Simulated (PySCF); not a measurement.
## Electronic structure of C3H8GaNO in real space

Input file:

```
{"job": {"kind": "uv", "xc": "wB97X-D", "basis": "def2-SVPD", "nstates": 8, "ntriplets": 3}, "charge": 0, "multiplicity": 1}
N     -2.210611     0.015850     0.052151
Ga    -0.413303     0.830180    -0.825547
C      0.893309     0.483762     0.677599
C      2.221655    -0.000536     0.212823
C      1.720065    -1.237652     0.165158
O      0.463952    -0.935085     0.655167
H     -2.929887    -0.199445    -0.636802
H     -2.619868     0.633763     0.751966
H     -1.935813    -0.852409     0.511563
H     -0.178755    -0.118052    -2.018807
H     -1.004368     2.248687    -1.110877
H      0.840116     0.889551     1.690550
H      3.157345     0.472363    -0.008809
H      1.995484    -2.231449    -0.138301
```

Launched as:

```sh
OMP_NUM_THREADS=1 python probes_run.py task.json out
```

Geometry: GFN2-xTB.

The calculation used wB97X-D/def2-SVPD, SCF density, gas phase (PySCF 2.14.0).

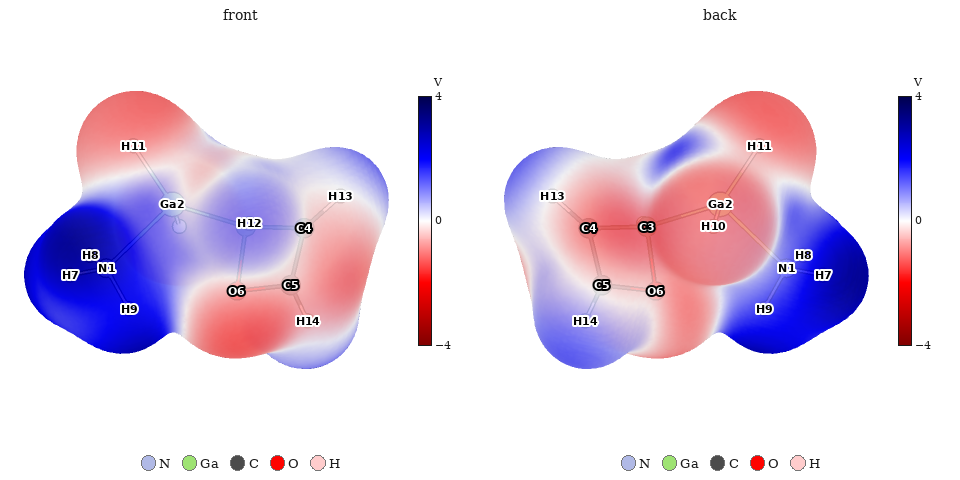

Figure 1. The molecular electrostatic potential painted on the density surface at 0.004 e/bohr³, seen from the front and from behind; the colour scale runs from red (negative) to blue (positive).

**Where is the surface potential most negative and most positive?**

The most negative region (about −1.4 V) lies over O6, the most positive (about +3.2 V) over H7 and H8. O6 is the likeliest acceptor of a hydrogen bond.

**How polar is the molecule by this calculation?**

Its dipole moment is 3.81 D.

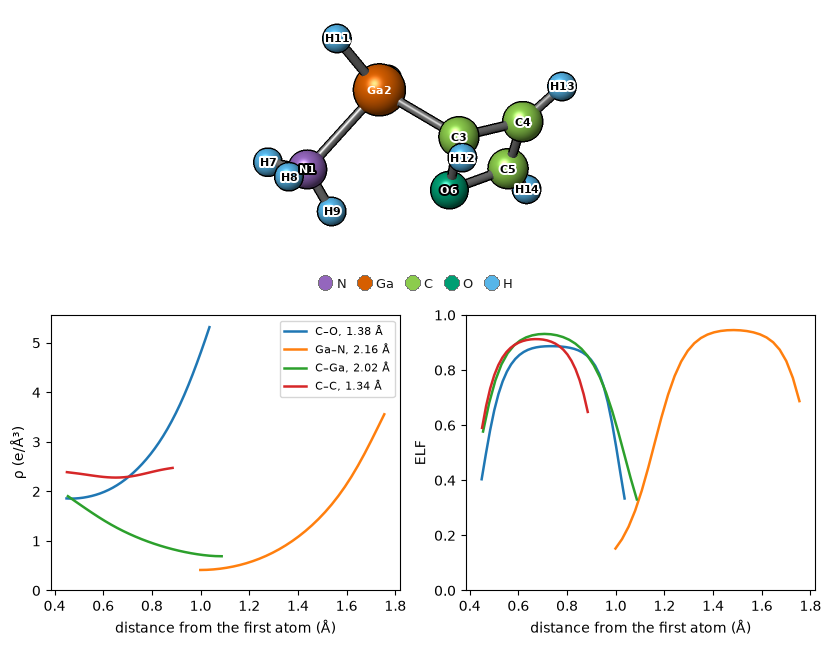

Figure 2. Total electron density and ELF along straight lines between neighbouring atoms. The curves leave out the atomic cores. The structure is drawn too.

**Compare the contacts.**

C–O (1.38 Å): the density is about 2.2 e/Å³ at the midpoint, with its minimum of 1.9 e/Å³ about 0.5 Å from C; the ELF peaks at about 0.90 between the atoms, as expected for a polar covalent bond.
Ga–N (2.16 Å): the density is about 0.44 e/Å³ at the midpoint; the ELF peaks at about 0.95 in the valence shell of N, 0.7 Å from its nucleus, and is about 0.30 at the midpoint.
C–Ga (2.02 Å): ρ at the midpoint is about 0.72 e/Å³; the ELF peaks at about 0.95 in the valence shell of C, 0.7 Å from its nucleus, and is about 0.55 at the midpoint.
C–C (1.34 Å): the density is about 2.3 e/Å³ at the midpoint; the ELF peaks at about 0.90 between the atoms; a multiple bond.
